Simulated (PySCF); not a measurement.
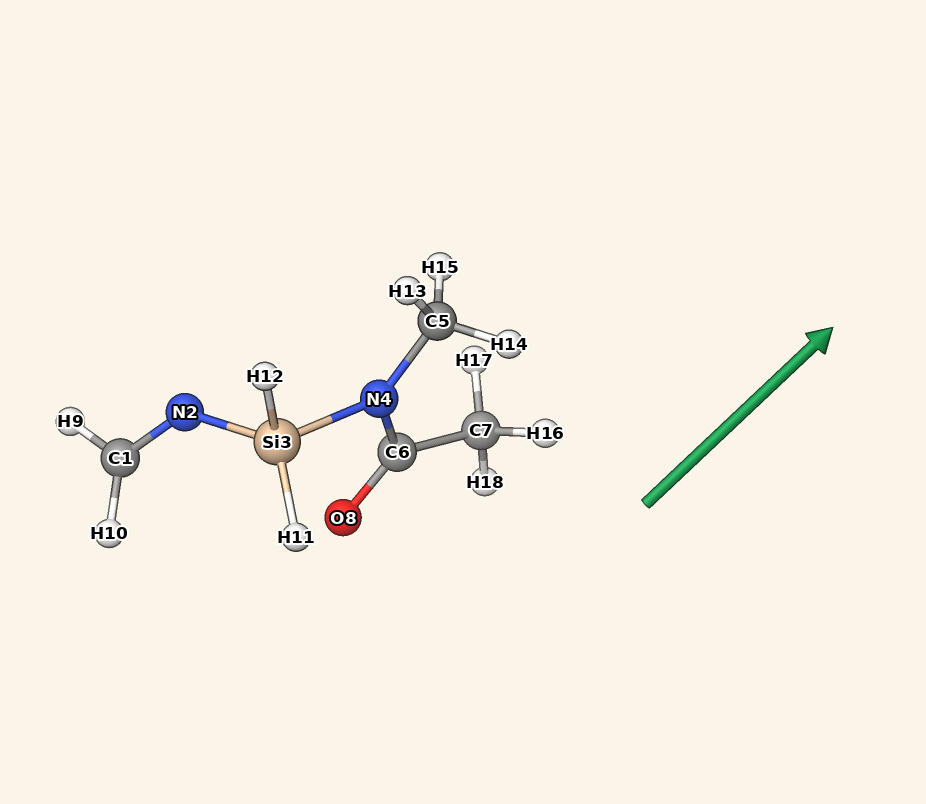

The arrow beside the molecule shows the direction of the dipole moment, from the negative to the positive end (its length means nothing). The computed structure is the end point of a GFN2-xTB optimisation. No frequency run is at hand to confirm it as a minimum. Level of theory: PBE0/pcSseg-1, gas phase (PySCF 2.14.0).

Estimate the dipole moment.

2.05 D; it points from the side of H10 to the side of H14, H15 (the outermost atoms at the two ends).

The geometry is semi-empirical. Around Si such bond lengths and angles can be off by a tenth of an ångström or more and by several degrees, and values that hang on the shape move with them.
